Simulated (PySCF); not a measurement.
## Geometry relaxation of C$_{5}$H$_{13}$AlFN$_{2}$Si$_{2}$ (charge −1)

- system: C$_{5}$H$_{13}$AlFN$_{2}$Si$_{2}$, charge −1
- method: PBE0-D3(BJ)/ma-def2-SVP geometry optimisation, gas phase (PySCF 2.14.0)

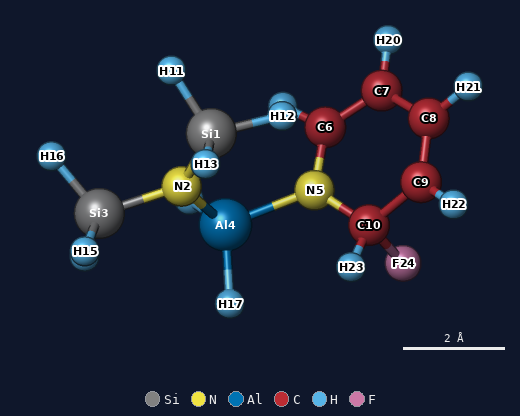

**Figure 1.** The input geometry (ball-and-stick view, seen at a tilt; atoms are numbered from 1 in the order of the input). Sticks mark near contacts.

Results in brief:

- outcome: converged
- total energy: −1227.925680 hartree
- point group: C1
- hardware: 1 CPU thread, shared host
- wall time: 5.2 min
- peak memory: 1.7 GiB

Input file:
```
{"job": {"xc": "PBE0", "basis": "ma-def2-SVP", "d3": "d3bj", "grid": 1, "kind": "geom"}, "charge": -1, "multiplicity": 1}
Si    -1.589911     1.557809     0.249566
N     -1.807285    -0.133914     0.419276
Si    -3.365717    -0.755603     0.781202
Al    -0.563015    -1.552462     0.308285
N      1.118203    -0.822641    -0.173910
C      1.349369    -0.463615    -1.449680
C      2.322564     0.406983    -1.829370
C      3.049111     1.066797    -0.800264
C      2.884221     0.697263     0.484970
C      2.086307    -0.507155     0.781502
H     -2.458367     2.113581    -0.811987
H     -0.195617     1.877113    -0.068812
H     -1.974836     2.285219     1.479823
H     -3.323702    -2.215987     0.851291
H     -3.884972    -0.232767     2.061567
H     -4.360138    -0.360366    -0.237474
H     -0.421817    -2.214059     1.737936
H     -0.979303    -2.521264    -0.877664
H      0.635771    -0.881379    -2.153050
H      2.464916     0.678635    -2.864418
H      3.677909     1.911618    -1.056412
H      3.365553     1.207448     1.305795
H      1.652657    -0.547716     1.788072
F      3.050646    -1.656655     0.862804
```

The first line tells a small driver script what to run in PySCF; the rest is the geometry in Å.

Launched with:
```bash
OMP_NUM_THREADS=1 python <driver script> task.json out
```

The program's output:
```
step   0  E = -1227.91961608  max force = 0.013136
step   1  E = -1227.92487719  max force = 0.006289
step   2  E = -1227.92544634  max force = 0.004087
step   3  E = -1227.92565174  max force = 0.000855
step   4  E = -1227.92567479  max force = 0.000321
step   5  E = -1227.92568047  max force = 0.000195
optimisation converged
```

Trajectory as extended XYZ (Å, eV, eV/Å), 6 frames, from step=0 to step=5:
```
24
Properties=species:S:1:pos:R:3:forces:R:3 step=0 energy=-33413.39468
Si   -1.5899    1.5578    0.2496    0.0273  -0.6246   0.0315
N    -1.8073   -0.1339    0.4193    0.0044  -0.1290  -0.0268
Si   -3.3657   -0.7556    0.7812    0.3338   0.5592  -0.1167
Al   -0.5630   -1.5525    0.3083   -0.0488   0.0460   0.0224
N     1.1182   -0.8226   -0.1739    0.1018   0.2525   0.1010
C     1.3494   -0.4636   -1.4497   -0.2759  -0.2583  -0.0518
C     2.3226    0.4070   -1.8294    0.3143   0.2760  -0.0683
C     3.0491    1.0668   -0.8003   -0.1103  -0.0215  -0.3314
C     2.8842    0.6973    0.4850   -0.2963  -0.4385   0.4120
C     2.0863   -0.5072    0.7815    0.4991  -0.3686   0.2894
H    -2.4584    2.1136   -0.8120   -0.2744   0.2821  -0.3856
H    -0.1956    1.8771   -0.0688    0.5312   0.2100  -0.1214
H    -1.9748    2.2852    1.4798   -0.0968   0.3418   0.4183
H    -3.3237   -2.2160    0.8513   -0.0436  -0.6755   0.0592
H    -3.8850   -0.2328    2.0616   -0.2830   0.1000   0.5016
H    -4.3601   -0.3604   -0.2375   -0.4668   0.0556  -0.3536
H    -0.4218   -2.2141    1.7379    0.0633  -0.2193   0.4392
H    -0.9793   -2.5213   -0.8777   -0.1360  -0.2748  -0.3602
H     0.6358   -0.8814   -2.1530   -0.1554  -0.0839  -0.3986
H     2.4649    0.6786   -2.8644   -0.0372   0.0524  -0.4260
H     3.6779    1.9116   -1.0564    0.2851   0.2992  -0.0700
H     3.3655    1.2074    1.3058    0.2157   0.2492   0.3317
H     1.6527   -0.5477    1.7881    0.0237   0.1212   0.1037
F     3.0507   -1.6567    0.8628   -0.1751   0.2487   0.0005
24
Properties=species:S:1:pos:R:3:forces:R:3 step=1 energy=-33413.53784
Si   -1.5140    1.4324    0.2346   -0.1107   0.3215   0.0088
N    -1.8688   -0.2415    0.4267    0.1735   0.0072  -0.0396
Si   -3.4752   -0.7462    0.7885   -0.0090  -0.2170   0.0230
Al   -0.5480   -1.6271    0.3034   -0.0330  -0.1446   0.0490
N     1.1213   -0.7683   -0.1687   -0.1016  -0.0745   0.0461
C     1.3507   -0.4134   -1.4548   -0.0248  -0.0076   0.0343
C     2.3255    0.4717   -1.8405   -0.0209   0.0062  -0.0694
C     3.0583    1.1237   -0.8046    0.0605   0.0572  -0.0192
C     2.9051    0.7440    0.4906   -0.0127  -0.0156   0.0892
C     2.1105   -0.4672    0.8051   -0.3234   0.3178  -0.0317
H    -2.3488    2.0686   -0.8572    0.0328  -0.0344   0.0365
H    -0.0849    1.7395   -0.0814   -0.0450  -0.1085   0.0133
H    -1.8600    2.2385    1.4701    0.0123  -0.0460  -0.0434
H    -3.5058   -2.2464    0.8848   -0.0440   0.0571   0.0034
H    -4.0259   -0.2208    2.0947    0.0714   0.0261  -0.0644
H    -4.5081   -0.3556   -0.2438    0.0914   0.0278   0.0239
H    -0.3589   -2.3318    1.7611   -0.0056   0.0783  -0.1352
H    -0.9416   -2.6199   -0.9330    0.0555   0.0987   0.0984
H     0.6474   -0.8283   -2.1872    0.0147  -0.0044   0.0267
H     2.4448    0.7420   -2.8909   -0.0048  -0.0020   0.0188
H     3.7054    1.9732   -1.0536   -0.0165  -0.0251   0.0090
H     3.4005    1.2714    1.3107   -0.0130  -0.0138  -0.0267
H     1.6529   -0.4351    1.8078   -0.0043   0.0042  -0.0500
F     3.0126   -1.5795    0.9155    0.2569  -0.3085  -0.0008
24
Properties=species:S:1:pos:R:3:forces:R:3 step=2 energy=-33413.55332
Si   -1.4997    1.4570    0.2335    0.0593   0.0548  -0.0181
N    -1.8157   -0.2288    0.4165   -0.0743  -0.0600   0.0266
Si   -3.4170   -0.7531    0.7800   -0.0792  -0.0220   0.0138
Al   -0.5435   -1.6542    0.3126    0.0338   0.0440  -0.0393
N     1.1132   -0.7909   -0.1716   -0.0140  -0.0313  -0.0055
C     1.3295   -0.4186   -1.4548    0.0241   0.0144  -0.0043
C     2.2854    0.4918   -1.8346   -0.0335  -0.0293  -0.0046
C     3.0114    1.1433   -0.7937    0.0082   0.0194   0.0392
C     2.8603    0.7494    0.5010    0.0634   0.0700  -0.0498
C     2.0842   -0.4677    0.7981    0.1752  -0.2101  -0.0356
H    -2.3374    2.0870   -0.8580    0.0195  -0.0387   0.0377
H    -0.0674    1.7444   -0.0831   -0.0420  -0.0104   0.0122
H    -1.8492    2.2543    1.4717    0.0034  -0.0447  -0.0355
H    -3.4715   -2.2521    0.8834    0.0280   0.0617  -0.0087
H    -3.9572   -0.2126    2.0833    0.0248  -0.0020  -0.0468
H    -4.4387   -0.3526   -0.2585    0.0407  -0.0006   0.0323
H    -0.3610   -2.3455    1.7666   -0.0057   0.0288  -0.0463
H    -0.9401   -2.6393   -0.9173    0.0073   0.0275   0.0396
H     0.6366   -0.8451   -2.1905    0.0052   0.0087   0.0436
H     2.3963    0.7731   -2.8834    0.0011  -0.0023   0.0371
H     3.6525    1.9997   -1.0346   -0.0293  -0.0259   0.0100
H     3.3561    1.2728    1.3236   -0.0266  -0.0329  -0.0291
H     1.6455   -0.4826    1.8055   -0.0116  -0.0163   0.0219
F     3.0511   -1.5958    0.8890   -0.1779   0.1972   0.0096
24
Properties=species:S:1:pos:R:3:forces:R:3 step=3 energy=-33413.55891
Si   -1.4961    1.4545    0.2307    0.0069  -0.0440  -0.0004
N    -1.8222   -0.2299    0.4118   -0.0232  -0.0085   0.0029
Si   -3.4252   -0.7472    0.7721    0.0191   0.0266  -0.0079
Al   -0.5447   -1.6458    0.3057    0.0012   0.0263   0.0079
N     1.1169   -0.8000   -0.1673    0.0289   0.0136  -0.0053
C     1.3315   -0.4247   -1.4491    0.0053  -0.0037  -0.0068
C     2.2847    0.4862   -1.8298    0.0038   0.0087   0.0056
C     3.0109    1.1397   -0.7892   -0.0035  -0.0074  -0.0050
C     2.8660    0.7435    0.5035   -0.0071  -0.0217  -0.0025
C     2.0930   -0.4806    0.8035   -0.0129   0.0224   0.0142
H    -2.3318    2.0810   -0.8591   -0.0017   0.0102  -0.0072
H    -0.0646    1.7317   -0.0820    0.0121   0.0137  -0.0009
H    -1.8477    2.2436    1.4689   -0.0001   0.0096   0.0076
H    -3.4783   -2.2419    0.8761   -0.0043  -0.0078   0.0023
H    -3.9593   -0.1963    2.0694   -0.0133   0.0006   0.0088
H    -4.4366   -0.3390   -0.2683   -0.0143  -0.0018  -0.0046
H    -0.3641   -2.3321    1.7552   -0.0011  -0.0200   0.0324
H    -0.9388   -2.6276   -0.9194   -0.0100  -0.0227  -0.0236
H     0.6341   -0.8498   -2.1799   -0.0021   0.0012  -0.0089
H     2.3933    0.7710   -2.8767   -0.0018   0.0020  -0.0056
H     3.6448    1.9995   -1.0306    0.0020   0.0087  -0.0010
H     3.3579    1.2663    1.3267    0.0032   0.0069   0.0066
H     1.6441   -0.4830    1.8084    0.0041  -0.0005  -0.0063
F     3.0414   -1.5918    0.9003    0.0087  -0.0123  -0.0023
24
Properties=species:S:1:pos:R:3:forces:R:3 step=4 energy=-33413.55954
Si   -1.4829    1.4456    0.2346   -0.0134   0.0068   0.0009
N    -1.8240   -0.2359    0.4143    0.0135   0.0065  -0.0050
Si   -3.4322   -0.7398    0.7695    0.0165  -0.0092  -0.0007
Al   -0.5437   -1.6504    0.3089   -0.0082  -0.0086  -0.0055
N     1.1180   -0.8029   -0.1708   -0.0024   0.0020   0.0092
C     1.3311   -0.4238   -1.4520   -0.0040  -0.0056   0.0013
C     2.2809    0.4919   -1.8302   -0.0006   0.0013   0.0031
C     3.0049    1.1448   -0.7881   -0.0006  -0.0017  -0.0003
C     2.8619    0.7441    0.5035    0.0026  -0.0052  -0.0003
C     2.0934   -0.4830    0.8002    0.0100  -0.0038  -0.0034
H    -2.3120    2.0793   -0.8568    0.0007   0.0051  -0.0028
H    -0.0496    1.7206   -0.0738    0.0011  -0.0042   0.0019
H    -1.8329    2.2371    1.4726   -0.0003   0.0034   0.0028
H    -3.4928   -2.2344    0.8766   -0.0100  -0.0026   0.0023
H    -3.9698   -0.1848    2.0643   -0.0014   0.0038   0.0007
H    -4.4405   -0.3299   -0.2738    0.0010   0.0021  -0.0042
H    -0.3622   -2.3374    1.7614    0.0037   0.0010  -0.0018
H    -0.9396   -2.6362   -0.9160   -0.0012  -0.0026   0.0007
H     0.6350   -0.8487   -2.1843   -0.0020  -0.0001  -0.0021
H     2.3878    0.7800   -2.8766   -0.0006   0.0015  -0.0021
H     3.6351    2.0083   -1.0270   -0.0001   0.0035   0.0004
H     3.3520    1.2671    1.3280   -0.0001   0.0017   0.0021
H     1.6463   -0.4916    1.8056    0.0005   0.0011   0.0006
F     3.0469   -1.5924    0.8914   -0.0049   0.0039   0.0021
24
Properties=species:S:1:pos:R:3:forces:R:3 step=5 energy=-33413.55970
Si   -1.4791    1.4487    0.2338    0.0010   0.0100  -0.0010
N    -1.8218   -0.2331    0.4088    0.0020  -0.0028   0.0006
Si   -3.4320   -0.7336    0.7598   -0.0062  -0.0058   0.0008
Al   -0.5460   -1.6524    0.3088    0.0032  -0.0036   0.0031
N     1.1182   -0.8065   -0.1664   -0.0054  -0.0059  -0.0031
C     1.3292   -0.4260   -1.4476    0.0011   0.0031   0.0017
C     2.2780    0.4907   -1.8261    0.0001  -0.0010  -0.0016
C     3.0038    1.1421   -0.7842    0.0016   0.0011   0.0006
C     2.8639    0.7388    0.5070    0.0025   0.0027   0.0000
C     2.0955   -0.4884    0.8036   -0.0054  -0.0010  -0.0039
H    -2.3039    2.0870   -0.8586    0.0017  -0.0021   0.0016
H    -0.0443    1.7217   -0.0703   -0.0017  -0.0035   0.0023
H    -1.8305    2.2392    1.4724   -0.0011  -0.0038  -0.0010
H    -3.5004   -2.2279    0.8698    0.0002   0.0027  -0.0002
H    -3.9731   -0.1749    2.0519    0.0020   0.0028  -0.0036
H    -4.4362   -0.3226   -0.2877    0.0048   0.0010  -0.0006
H    -0.3669   -2.3391    1.7625   -0.0018   0.0050  -0.0075
H    -0.9426   -2.6400   -0.9156    0.0027   0.0066   0.0080
H     0.6319   -0.8497   -2.1795    0.0006   0.0008   0.0015
H     2.3827    0.7806   -2.8723   -0.0004   0.0005   0.0019
H     3.6326    2.0069   -1.0226   -0.0014  -0.0014   0.0005
H     3.3547    1.2614    1.3315   -0.0011  -0.0021  -0.0019
H     1.6496   -0.4968    1.8095   -0.0017  -0.0004   0.0009
F     3.0475   -1.5982    0.8928    0.0027  -0.0029   0.0008
```

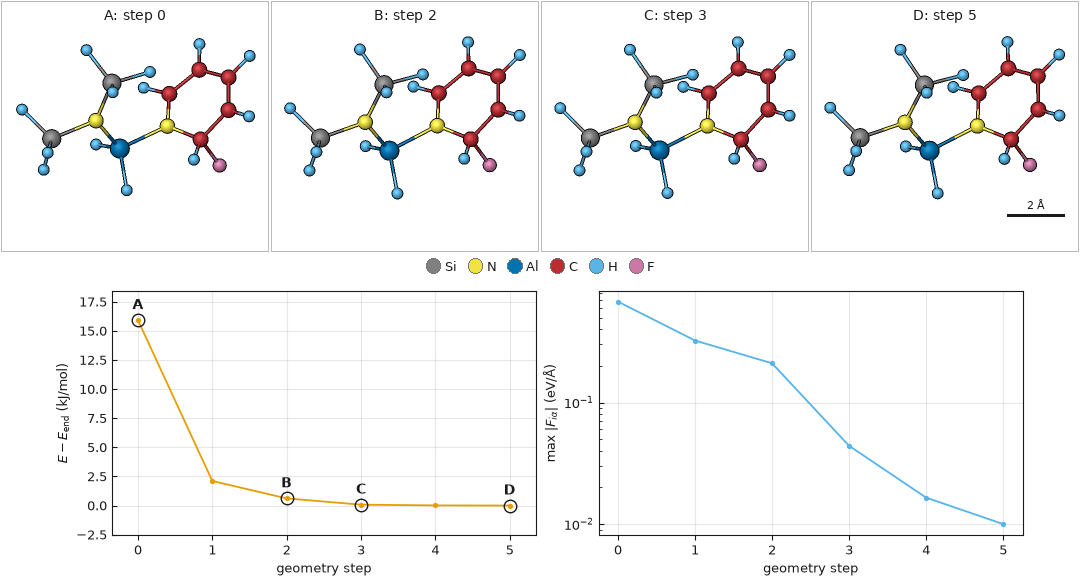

**Figure 2.** Frames of the relaxation (ball-and-stick view, seen at a tilt) above the curves, on which the letters mark them (steps are counted from 0).

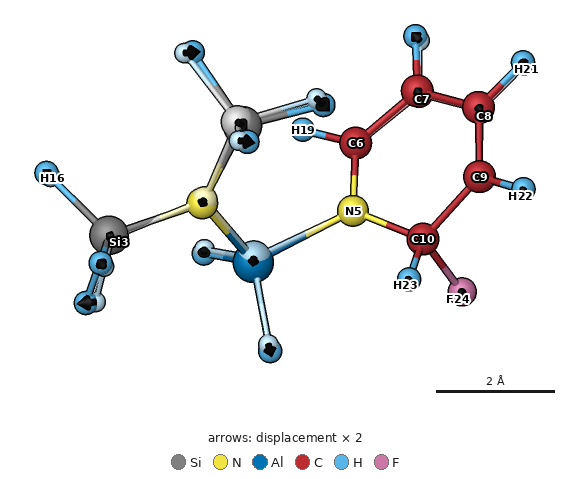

**Figure 3.** Start (faint) and end (solid) with the displacements as black arrows, magnified 2 times (ball-and-stick view, seen at a tilt). The two geometries are laid on each other by the best rigid fit. Over 5 geometry steps the energy falls by 15.9 kJ/mol. Largest force component: 0.68 eV/Å at the start, 0.01 eV/Å at the end. H12 moves most after the best rigid fit: 0.22 Å. Largest moves by element: H 0.22 Å, Si 0.16 Å, Al 0.10 Å, N 0.09 Å, C 0.08 Å, F 0.06 Å. Among the contacts that change: C10–F24 1.503 → 1.465 Å, Si3–H14 1.463 → 1.500 Å, Al4–H17 1.582 → 1.618 Å, Al4–H18 1.587 → 1.622 Å. Among the angles that change: Si3–N2–Al4 109.8° → 114.8°, Si1–N2–Al4 130.6° → 125.9°, N2–Al4–N5 108.1° → 105.3°. (Atoms are counted from 1 in the order of the input.)
